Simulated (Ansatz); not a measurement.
HCl: geometry relaxation

The run: geometry relaxation of HCl. Method and program: RKS PBE0-D4/def2-TZVP (Ansatz 0.2.0).

Figures and captions count atoms from 1; the log counts them from 0 in places.

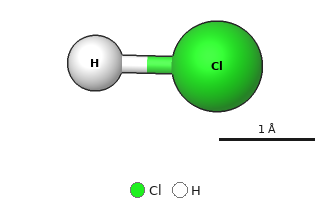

Figure 1. The input geometry (ball-and-stick view, seen at a tilt). Bond lengths as drawn: Cl–H 1.28 Å.

**Summary**

| quantity | value |
| --- | --- |
| outcome | converged |
| total energy | −12535.3211 eV |
| mean-field energy | −12535.3165 eV |
| dispersion energy | −0.0046 eV |
| SCF solution under orbital rotations | stable |
| largest force (length of the vector) at the end | under 0.001 eV/Å |
| dipole moment | 1.26 D |
| hardware | 4 CPU threads, shared host |
| wall time | 0.65 s (CPU time 1.5 s) |
| peak memory | 1.2 GiB |

**The input**
```yaml
crystal:
  periodic: [false, false, false]
  atoms:
    - {symbol: Cl, position_ang: [-3.486965, -0.407690, 2.530691]}
    - {symbol: H, position_ang: [-3.283190, -1.024743, 1.424185]}
basis:
  gaussian: {orbitals: def2-TZVP}
hamiltonian: {xc: pbe0, dispersion: d4}
relax: {f_tol: 0.005, max_steps: 200}
```

Launch command:
```bash
ansatz run in.yaml --threads 4 --pin off --events-out ev --progress --plain --max-ram 66560MiB --backend cpu
```

**Log**
```
Functional definition: PBE0
  name "PBE0"
  cite "Adamo & Barone, J. Chem. Phys. 110, 6158 (1999) doi:10.1063/1.478522"
  cite "Perdew, Burke & Ernzerhof, Phys. Rev. Lett. 77, 3865 (1996) doi:10.1103/PhysRevLett.77.3865"
  parent pbe
  parameter a = 0.25
  parameter kappa = 0.804
  parameter beta = 0.06672455060314922
  exchange = (1 - a)*pbe_x(kappa = kappa, mu = beta*pi^2/3) + a*exact_x
  correlation = pbe_c(beta = beta)
312 factors; their error is unknown
mean field evaluation 1: about -12535.0595 eV, gradient 9.4e0 eV
mean field evaluation 2: about -12535.1408 eV, gradient 8.7e0 eV
mean field evaluation 4: about -12535.2775 eV, gradient 2.2e-1 eV
mean field evaluation 8: about -12535.3162 eV, gradient 5.7e-4 eV
mean field -12535.31615204 eV, -460.6643718451 hartree, gradient 4.2e-5 eV, S^2 0.000000; 0 other end points of the search recorded, 0 dependent functions left out
the calculation of the forces begins
reference -12535.31616741 eV, -460.6643724098 hartree; 9, 9 occupied and 34, 34 virtual orbitals, 312 factors
relax step   1: F+E_penalty+E_count = -12535.32073338 eV  Δ(F+E_penalty+E_count) = +0.000e0 eV  max|allowed force component| = 1.198e-1 eV/Å  Δτ_max = 0.0000 Å  (21 SCF iters, accepted)
these checks for a lower state are left out or cut short: starts, cluster_reference, orbital_swaps, neighbouring_geometries, increment
312 factors; their error is unknown
mean field evaluation 16: about -12535.3164 eV, gradient 9.6e-6 eV
mean field -12535.31640713 eV, -460.6643812195 hartree, gradient 9.9e-6 eV, S^2 0.000000; 0 other end points of the search recorded, 0 dependent functions left out
the calculation of the forces begins
reference -12535.31642249 eV, -460.6643817838 hartree; 9, 9 occupied and 34, 34 virtual orbitals, 312 factors
relax step   2: F+E_penalty+E_count = -12535.32098644 eV  Δ(F+E_penalty+E_count) = -2.531e-4 eV  max|allowed force component| = 4.885e-2 eV/Å  Δτ_max = 0.0013 Å  (25 SCF iters, accepted)
these checks for a lower state are left out or cut short: starts, cluster_reference, orbital_swaps, neighbouring_geometries, increment
312 factors; their error is unknown
mean field -12535.31645841 eV, -460.6643831040 hartree, gradient 6.5e-6 eV, S^2 0.000000; 0 other end points of the search recorded, 0 dependent functions left out
the calculation of the forces begins
reference -12535.31647376 eV, -460.6643836679 hartree; 9, 9 occupied and 34, 34 virtual orbitals, 312 factors
relax step   3: F+E_penalty+E_count = -12535.32103631 eV  Δ(F+E_penalty+E_count) = -4.988e-5 eV  max|allowed force component| = 3.491e-4 eV/Å  Δτ_max = 0.0009 Å  (18 SCF iters, accepted)
312 factors; their error is unknown
mean field evaluation 32: about -12535.2775 eV, gradient 6.1e-1 eV
```

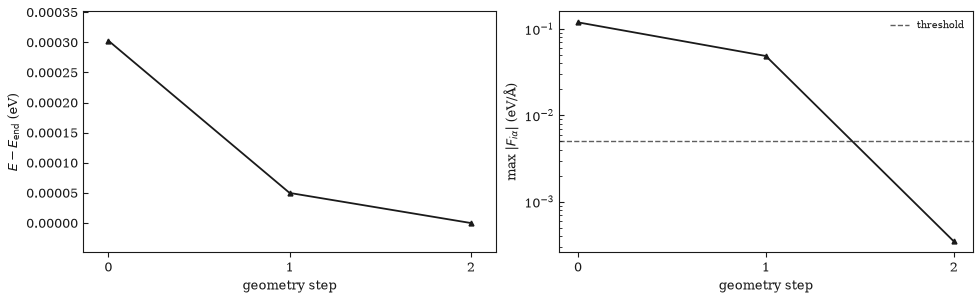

Figure 2. Progress of the relaxation, step by step (the first geometry is step 0 here and step 1 in the log). No atom moves by more than 0.005 Å after the best rigid fit. Among the contacts that change: Cl1–H2 1.283 → 1.279 Å. The energy falls by next to nothing (0.0 eV) in 2 geometry steps. Largest force component: 0.12 eV/Å at the start, 0.00035 eV/Å at the end. (Atoms are counted from 1 in the order of the input.)

```
mean field -12535.31645841 eV, -460.6643831040 hartree, gradient 6.5e-6 eV, S^2 0.000000; 1 other end points of the search recorded, 0 dependent functions left out
the calculation of the forces begins
reference -12535.31647376 eV, -460.6643836679 hartree; 9, 9 occupied and 34, 34 virtual orbitals, 312 factors
Total energy: -12535.32105166 eV, -460.6645519026 hartree
Atom 0 at    -3.486619    -0.408737     2.528813 Å, force    -0.000064     0.000195     0.000349 eV/Å
Atom 1 at    -3.283536    -1.023696     1.426063 Å, force     0.000064    -0.000195    -0.000349 eV/Å
Dipole moment:     0.041703    -0.126281    -0.226449 e Å
```

**Trajectory as extended XYZ (Å, eV, eV/Å), 3 frames, from step=1 to step=3**
```
2
Properties=species:S:1:pos:R:3:forces:R:3 step=1 energy=-12535.32073
Cl   -3.4870   -0.4077    2.5307    0.0221  -0.0668  -0.1198
H    -3.2832   -1.0247    1.4242   -0.0221   0.0668   0.1198
2
Properties=species:S:1:pos:R:3:forces:R:3 step=2 energy=-12535.32099
Cl   -3.4868   -0.4083    2.5296    0.0090  -0.0272  -0.0488
H    -3.2834   -1.0241    1.4253   -0.0090   0.0272   0.0488
2
Properties=species:S:1:pos:R:3:forces:R:3 step=3 energy=-12535.32104
Cl   -3.4866   -0.4087    2.5288   -0.0001   0.0002   0.0003
H    -3.2835   -1.0237    1.4261    0.0001  -0.0002  -0.0003
```

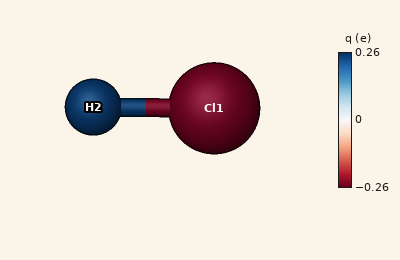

Figure 3. Mulliken charges, as the colour of each atom (ball-and-stick view, seen on its broad side; atoms are numbered from 1 in the order of the input; Mulliken charges depend strongly on the basis). By element: Cl −0.25 and H +0.25 e.
